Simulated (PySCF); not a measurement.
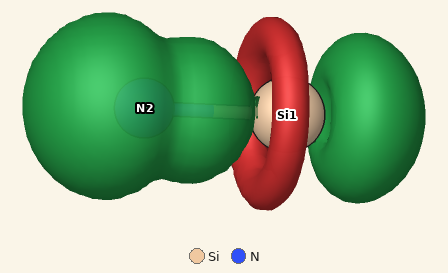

*SiN (doublet). Isosurfaces of the spin density at +0.03 (green) and −0.03 e/Å³ (red), seen from one side.*

These are results of PySCF 2.14.0, PBE0/cc-pVDZ(-PP), non-relativistic Hamiltonian with scalar-relativistic core potentials where named, at a bond length of 1.572 Å, not measurements.

Question: Where is the unpaired spin?

Answer: The unpaired spin (1 electron) lies mostly on N2 (about 0.9) and Si1 (about 0.1), in electrons by Hirshfeld's partition.
